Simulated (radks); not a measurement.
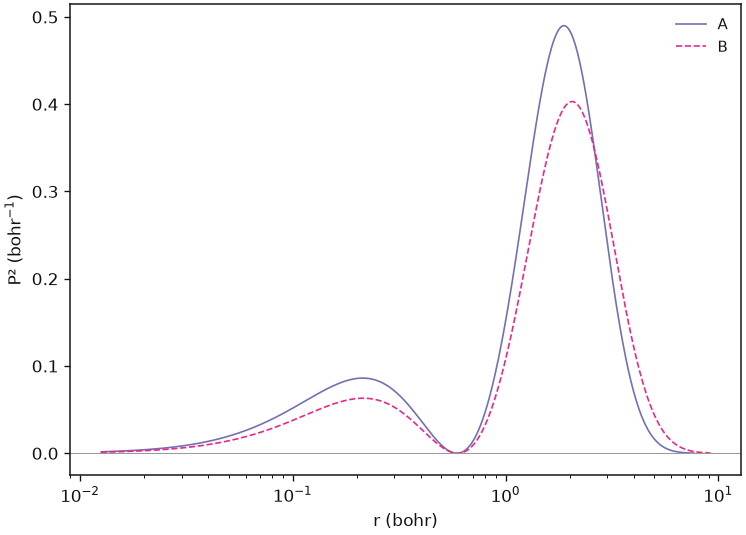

Two charge states of beryllium were computed: Be in [He] 2s2; Be⁺ in [He] 2s1 (high spin). Level of theory: scalar-relativistic Kohn-Sham, PBEsol, spin-polarised, spherical densities, finite nucleus. Computed with the in-house radial solver radks.

The plot shows P² of the 2s up orbital in both runs (large components where relativistic).

### Assign A and B.

A is Be⁺ in [He] 2s1 (high spin) (⟨r⟩ = 2.26 bohr, eigenvalue −14.3 eV); B is Be in [He] 2s2 (⟨r⟩ = 2.61 bohr, eigenvalue −5.54 eV). Fewer electrons screen less, so the orbital shrinks.
